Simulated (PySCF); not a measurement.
# P₂: electronic excitations at several levels of theory, part 2 of 2

PySCF 2.14.0. Atoms count from 0. Earlier steps stand in the parts before.

## (10) TDDFT and polarisability: wB97X-D/def2-SVPD

Job settings and geometry (Å):

```
{"job": {"kind": "uv", "xc": "wB97X-D", "basis": "def2-SVPD", "ip": true}, "charge": 0, "multiplicity": 1}
P      0.948185    -0.007004    -0.004221
P     -0.942665     0.009544    -0.024079
```

With the program's defaults for keys left out, this is: TDDFT wB97X-D/def2-SVPD, vertical, gas phase, core orbitals frozen in the response.

What it wrote:

```text
coarse grid: 3248 points
cycle   1  E = -682.3838466747  dE = -1.798e-02  |g| = 6.034e-02  |ddm| = 1.786e+00
cycle   2  E = -682.3851735141  dE = -1.327e-03  |g| = 1.045e-02  |ddm| = 1.751e-01
cycle   3  E = -682.3852472458  dE = -7.373e-05  |g| = 2.725e-03  |ddm| = 3.721e-02
cycle   4  E = -682.3852519495  dE = -4.704e-06  |g| = 3.326e-04  |ddm| = 1.298e-02
final grid: 23856 points
cycle   5  E = -682.4629612347  dE = -2.203e-05  |g| = 9.964e-04  |ddm| = 1.559e-02
cycle   6  E = -682.4629617603  dE = -5.256e-07  |g| = 2.105e-04  |ddm| = 3.710e-03
cycle   7  E = -682.4629617982  dE = -3.789e-08  |g| = 5.024e-05  |ddm| = 5.944e-04
cycle   8  E = -682.4629618004  dE = -2.210e-09  |g| = 1.014e-05  |ddm| = 1.544e-04
cycle   9  E = -682.4629618006  dE = -1.145e-10  |g| = 2.025e-06  |ddm| = 3.557e-05
converged SCF energy = -682.4629618006

Static polarisability (au): isotropic 45.932, principal 36.031 36.031 65.734

Singlet excitations
state   eV       nm        f      main configurations
  1   3.4339    361.1   0.00000   H->L 0.50, H-1->L+1 0.50
  2   3.8664    320.7   0.00000   H-1->L+1 0.41, H->L 0.41, H-1->L 0.09
  3   3.8665    320.7   0.00000   H->L+1 0.41, H-1->L 0.41, H-1->L+1 0.09
  4   4.3756    283.4   0.00000   H-2->L 0.95
  5   4.3757    283.3   0.00000   H-2->L+1 0.95
  6   6.4179    193.2   0.29080   H-1->L 0.42, H->L+1 0.42, H-2->L+3 0.09
  7   8.1398    152.3   0.15463   H-1->L+2 0.68, H->L+2 0.29
  8   8.1398    152.3   0.15463   H->L+2 0.68, H-1->L+2 0.29
  9   8.3465    148.5   0.00000   H->L+3 0.89
 10   8.3465    148.5   0.00000   H-1->L+3 0.89

Triplet excitations (Tamm-Dancoff, eV): 2.6284 3.0270 3.0271 3.4744
Vertical ionisation energy (delta-SCF) = 10.5572 eV
Vertical electron affinity (delta-SCF) = 0.2685 eV
```

Run time: 3 s. Hardware: 1 thread, shared host.

Key values: HOMO -9.86 eV, LUMO -0.82 eV; lowest singlet 3.43 eV.

## (11) Ultraviolet spectrum: LC-wPBE/def2-SVPD

Job settings and geometry (Å):

```
{"job": {"kind": "uv", "xc": "LC-wPBE", "basis": "def2-SVPD", "ip": true}, "charge": 0, "multiplicity": 1}
P      0.948185    -0.007004    -0.004221
P     -0.942665     0.009544    -0.024079
```

With the program's defaults for keys left out, this is: TDDFT LC-wPBE/def2-SVPD, vertical, gas phase, core orbitals frozen in the response.

What it wrote:

```text
coarse grid: 3248 points
cycle   1  E = -682.1387923499  dE = -4.375e-02  |g| = 7.794e-02  |ddm| = 1.798e+00
cycle   2  E = -682.1416815844  dE = -2.889e-03  |g| = 2.194e-02  |ddm| = 2.559e-01
cycle   3  E = -682.1419141208  dE = -2.325e-04  |g| = 6.152e-03  |ddm| = 7.238e-02
cycle   4  E = -682.1419392118  dE = -2.509e-05  |g| = 9.434e-04  |ddm| = 2.363e-02
cycle   5  E = -682.1419397828  dE = -5.710e-07  |g| = 1.381e-04  |ddm| = 4.753e-03
final grid: 23856 points
cycle   6  E = -682.2422971045  dE = -1.043e-05  |g| = 1.407e-03  |ddm| = 2.965e-02
cycle   7  E = -682.2422975610  dE = -4.565e-07  |g| = 3.512e-04  |ddm| = 1.828e-03
cycle   8  E = -682.2422975657  dE = -4.670e-09  |g| = 5.754e-05  |ddm| = 8.476e-04
cycle   9  E = -682.2422975674  dE = -1.735e-09  |g| = 1.210e-05  |ddm| = 1.620e-04
cycle  10  E = -682.2422975675  dE = -9.152e-11  |g| = 1.641e-06  |ddm| = 4.368e-05
converged SCF energy = -682.2422975675

Static polarisability (au): isotropic 45.664, principal 35.996 35.996 65.001

Singlet excitations
state   eV       nm        f      main configurations
  1   3.2452    382.1   0.00000   H->L 0.50, H-1->L+1 0.50
  2   3.7653    329.3   0.00000   H-1->L 0.50, H->L+1 0.50
  3   3.7654    329.3   0.00000   H-1->L+1 0.50, H->L 0.50
  4   4.3510    285.0   0.00000   H-2->L+1 0.98
  5   4.3510    285.0   0.00000   H-2->L 0.98
  6   6.4520    192.2   0.31907   H->L+1 0.43, H-1->L 0.43
  7   8.3635    148.2   0.16565   H->L+2 0.95
  8   8.3635    148.2   0.16568   H-1->L+2 0.95
  9   8.6004    144.2   0.00000   H->L+3 0.89
 10   8.6004    144.2   0.00000   H-1->L+3 0.89

Triplet excitations (Tamm-Dancoff, eV): 2.3451 2.7648 2.7648 3.3237
Vertical ionisation energy (delta-SCF) = 10.4869 eV
Vertical electron affinity (delta-SCF) = 0.4865 eV
```

Wall time 4.2 s (1 thread, shared host).

In short: HOMO -10.58 eV, LUMO -0.39 eV; lowest singlet 3.25 eV.

## (12) Ultraviolet spectrum: PBE0/6-31G*

Job settings and geometry (Å):

```
{"job": {"kind": "uv", "xc": "PBE0", "basis": "6-31G*"}, "charge": 0, "multiplicity": 1}
P      0.948185    -0.007004    -0.004221
P     -0.942665     0.009544    -0.024079
```

Method: TDDFT PBE0/6-31G*, vertical, gas phase, core orbitals frozen in the response.

What it wrote:

```text
coarse grid: 3248 points
cycle   1  E = -682.4199626135  dE =  9.900e-02  |g| = 9.493e-02  |ddm| = 1.916e+00
cycle   2  E = -682.4215275413  dE = -1.565e-03  |g| = 6.070e-02  |ddm| = 1.954e-01
cycle   3  E = -682.4228957549  dE = -1.368e-03  |g| = 4.255e-03  |ddm| = 8.604e-02
cycle   4  E = -682.4229023731  dE = -6.618e-06  |g| = 3.521e-04  |ddm| = 7.799e-03
final grid: 23856 points
cycle   5  E = -682.3887838597  dE = -3.190e-06  |g| = 1.179e-03  |ddm| = 1.154e-02
cycle   6  E = -682.3887841912  dE = -3.315e-07  |g| = 8.143e-04  |ddm| = 3.501e-03
cycle   7  E = -682.3887844472  dE = -2.559e-07  |g| = 4.642e-05  |ddm| = 1.272e-03
cycle   8  E = -682.3887844479  dE = -7.414e-10  |g| = 2.347e-06  |ddm| = 9.874e-05
converged SCF energy = -682.3887844479

Static polarisability (au): isotropic 36.609, principal 21.903 21.903 66.019

Singlet excitations
state   eV       nm        f      main configurations
  1   3.6216    342.3   0.00000   H->L 0.50, H-1->L+1 0.50
  2   4.0234    308.2   0.00000   H->L+1 0.49, H-1->L 0.49
  3   4.0234    308.2   0.00000   H-1->L+1 0.49, H->L 0.49
  4   4.3481    285.1   0.00000   H-2->L 0.98
  5   4.3481    285.1   0.00000   H-2->L+1 0.98
  6   6.5323    189.8   0.26804   H-1->L 0.41, H->L+1 0.41, H-2->L+2 0.17
  7   8.6125    144.0   0.00000   H->L+2 0.99
  8   8.6125    144.0   0.00000   H-1->L+2 0.99
  9   9.7325    127.4   0.14558   H-3->L 0.90, H-1->L+3 0.09
 10   9.7325    127.4   0.14558   H-3->L+1 0.90, H->L+3 0.09

Triplet excitations (Tamm-Dancoff, eV): 2.5656 2.9981 2.9981 3.3291
```

It took 0.6 s on 1 thread, shared host.

This run: HOMO -8.17 eV, LUMO -2.60 eV; lowest singlet 3.62 eV.

## (13) Excited states and response: PBE0/def2-SVP

Job settings and geometry (Å):

```
{"job": {"kind": "uv", "xc": "PBE0", "basis": "def2-SVP"}, "charge": 0, "multiplicity": 1}
P      0.948185    -0.007004    -0.004221
P     -0.942665     0.009544    -0.024079
```

With the program's defaults for keys left out, this is: TDDFT PBE0/def2-SVP, vertical, gas phase, core orbitals frozen in the response.

What it wrote:

```text
coarse grid: 3248 points
cycle   1  E = -682.1383622400  dE =  6.799e-02  |g| = 1.036e-01  |ddm| = 1.766e+00
cycle   2  E = -682.1402538734  dE = -1.892e-03  |g| = 6.626e-02  |ddm| = 2.252e-01
cycle   3  E = -682.1419021722  dE = -1.648e-03  |g| = 5.088e-03  |ddm| = 8.870e-02
cycle   4  E = -682.1419103113  dE = -8.139e-06  |g| = 4.466e-04  |ddm| = 8.940e-03
final grid: 23856 points
cycle   5  E = -682.2147972967  dE = -4.269e-06  |g| = 1.227e-03  |ddm| = 1.393e-02
cycle   6  E = -682.2147976161  dE = -3.194e-07  |g| = 7.400e-04  |ddm| = 3.289e-03
cycle   7  E = -682.2147978056  dE = -1.895e-07  |g| = 7.053e-05  |ddm| = 1.203e-03
cycle   8  E = -682.2147978074  dE = -1.813e-09  |g| = 3.013e-06  |ddm| = 1.121e-04
cycle   9  E = -682.2147978074  dE = -4.434e-12  |g| = 2.882e-07  |ddm| = 9.242e-06
converged SCF energy = -682.2147978074

Static polarisability (au): isotropic 34.718, principal 22.291 22.291 59.571

Singlet excitations
state   eV       nm        f      main configurations
  1   3.6608    338.7   0.00000   H->L 0.50, H-1->L+1 0.50
  2   4.0636    305.1   0.00000   H-1->L 0.50, H->L+1 0.50
  3   4.0636    305.1   0.00000   H-1->L+1 0.50, H->L 0.50
  4   4.4041    281.5   0.00000   H-2->L 0.85, H-2->L+1 0.14
  5   4.4041    281.5   0.00000   H-2->L+1 0.85, H-2->L 0.14
  6   6.6624    186.1   0.29124   H->L+1 0.42, H-1->L 0.42, H-2->L+2 0.15
  7   9.3522    132.6   0.00000   H->L+2 0.99
  8   9.3522    132.6   0.00000   H-1->L+2 0.99
  9   9.7396    127.3   0.14856   H-3->L+1 0.94
 10   9.7396    127.3   0.14856   H-3->L 0.94

Triplet excitations (Tamm-Dancoff, eV): 2.5928 3.0219 3.0219 3.3666
```

Wall time 0.6 s (1 thread, shared host).

In short: HOMO -8.09 eV, LUMO -2.46 eV; lowest singlet 3.66 eV.

## (14) TDDFT and polarisability: PBE0/def2-TZVP

Job settings and geometry (Å):

```
{"job": {"kind": "uv", "xc": "PBE0", "basis": "def2-TZVP"}, "charge": 0, "multiplicity": 1}
P      0.948185    -0.007004    -0.004221
P     -0.942665     0.009544    -0.024079
```

Method: TDDFT PBE0/def2-TZVP, vertical, gas phase, core orbitals frozen in the response.

What it wrote:

```text
coarse grid: 3248 points
cycle   1  E = -682.4391705429  dE =  8.890e-02  |g| = 2.038e-01  |ddm| = 1.512e+00
cycle   2  E = -682.4421345286  dE = -2.964e-03  |g| = 1.339e-01  |ddm| = 2.433e-01
cycle   3  E = -682.4474395973  dE = -5.305e-03  |g| = 2.397e-02  |ddm| = 1.303e-01
cycle   4  E = -682.4475691432  dE = -1.295e-04  |g| = 1.352e-03  |ddm| = 2.241e-02
cycle   5  E = -682.4475694073  dE = -2.641e-07  |g| = 1.457e-04  |ddm| = 1.400e-03
final grid: 23856 points
cycle   6  E = -682.4475797820  dE = -6.776e-06  |g| = 2.699e-03  |ddm| = 1.281e-02
cycle   7  E = -682.4475802180  dE = -4.361e-07  |g| = 1.647e-03  |ddm| = 3.294e-03
cycle   8  E = -682.4475806481  dE = -4.300e-07  |g| = 2.026e-04  |ddm| = 1.543e-03
cycle   9  E = -682.4475806605  dE = -1.238e-08  |g| = 1.289e-05  |ddm| = 1.738e-04
cycle  10  E = -682.4475806605  dE = -4.979e-11  |g| = 1.174e-06  |ddm| = 2.332e-05
converged SCF energy = -682.4475806605

Static polarisability (au): isotropic 41.460, principal 28.888 28.888 66.605

Singlet excitations
state   eV       nm        f      main configurations
  1   3.5753    346.8   0.00000   H->L 0.50, H-1->L+1 0.50
  2   3.9246    315.9   0.00000   H-1->L 0.49, H->L+1 0.49
  3   3.9246    315.9   0.00000   H-1->L+1 0.49, H->L 0.49
  4   4.2983    288.4   0.00000   H-2->L 0.99
  5   4.2983    288.4   0.00000   H-2->L+1 0.99
  6   6.3035    196.7   0.26091   H->L+1 0.41, H-1->L 0.41, H-2->L+2 0.14
  7   8.2617    150.1   0.00000   H->L+2 0.99
  8   8.2617    150.1   0.00000   H-1->L+2 0.99
  9   9.4004    131.9   0.03947   H-3->L+1 0.87
 10   9.4004    131.9   0.03947   H-3->L 0.87

Triplet excitations (Tamm-Dancoff, eV): 2.5476 2.9396 2.9396 3.2742
```

Wall time 1.2 s (1 thread, shared host).

In short: HOMO -8.08 eV, LUMO -2.56 eV; lowest singlet 3.58 eV.

## (15) Side by side: electronic excitations

Excitations and ground-state properties, with basis size and wall time:

```csv
run,lowest singlet (eV),brightest (eV),f,gap (eV),α (Å³),μ (D),functions,time
HF/def2-SVPD,2.89,6.46,0.383,10.79,6.87,0.00,48,0.4 s
LDA/def2-SVPD,3.77,6.36,0.202,3.77,6.83,0.00,48,2 s
PBE/def2-SVPD,3.78,6.33,0.202,3.78,6.85,0.00,48,3.1 s
B3LYP/def2-SVPD,3.58,6.32,0.234,5.14,6.79,0.00,48,2.6 s
PBE0/def2-SVPD,3.62,6.41,0.258,5.56,6.83,0.00,48,2.5 s
BHandHLYP/def2-SVPD,3.35,6.40,0.292,7.27,6.77,0.00,48,2.5 s
CAM-B3LYP/def2-SVPD,3.38,6.36,0.271,7.83,6.75,0.00,48,3.3 s
wB97X-D/def2-SVPD,3.43,6.42,0.291,9.04,6.81,0.00,48,3 s
LC-wPBE/def2-SVPD,3.25,6.45,0.319,10.19,6.77,0.00,48,4.2 s
PBE0/6-31G*,3.62,6.53,0.268,5.57,5.42,0.00,36,0.6 s
PBE0/def2-SVP,3.66,6.66,0.291,5.63,5.14,0.00,36,0.6 s
PBE0/def2-TZVP,3.58,6.30,0.261,5.51,6.14,0.00,74,1.2 s
```

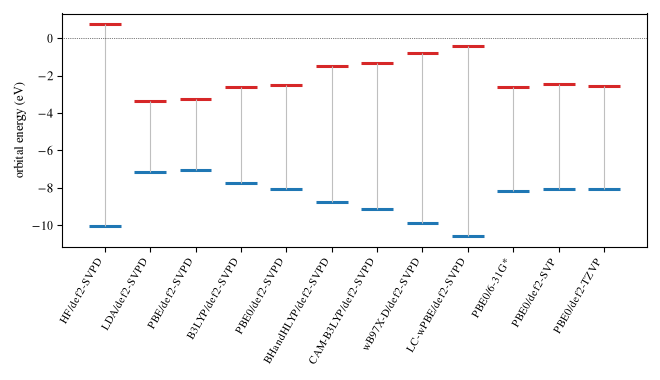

HOMO (blue) and LUMO (red) run by run.

Measured dipole: 0.00 D (gas; NIST CCCBDB Release 22 (SRD 101), experimental dipoles).

## (16) Outcome

This closing draws on all 2 parts.

```
                                quantity                        value
                             point group                          D∞h
    rotational constants (main isotopes)               9.13, 9.13 GHz
           lowest singlet (HF/def2-SVPD)  2.89 eV (428 nm), f = 0.000
brightest single state of those computed  state 6, 6.46 eV, f = 0.383
                          lowest triplet                      1.81 eV
       vertical ionisation energy (ΔSCF)                      9.30 eV
             range of the lowest singlet              2.89 to 3.78 eV
```

**Reading.** Single values in the summary come from the first run of each kind that ended normally (HF/def2-SVPD), which need not be the best level. Over 3 steps the energy fell by 0.017 eV; of the close pairs, P0–P1 changed most, 1.921 to 1.891 Å. The lowest computed singlet (2.89 eV) lies 1.38 eV from the lowest measured one (4.28 eV): they may be different states (doubly excited ones can't be computed here), or differ by the method's error or as vertical against adiabatic energies. The lowest computed triplet (1.81 eV, vertical) stands against 2.33 eV for the lowest triplet in the measured list, an adiabatic value that should lie below a vertical one; the two are paired by order alone, not by symmetry. The lowest singlet, at 2.89 eV, is HOMO−1→LUMO+1 0.30, HOMO→LUMO 0.30 and is dark; of the 10 states computed, the strongest absorption comes from state 6 at 6.46 eV. The lowest triplet lies 1.08 eV below the lowest singlet (triplets in Tamm-Dancoff, singlets in full TDDFT). ΔSCF puts the ionisation energy at 9.30 eV, 0.74 eV below −ε(HOMO). The dipole moment, 0.00 D, compares with 0.00 D measured. The lowest singlet runs from 2.89 eV (HF/def2-SVPD) to 3.78 eV (PBE/def2-SVPD), while the orbital gap spans 3.77 to 10.79 eV. The lowest state need not be the same one in every run.
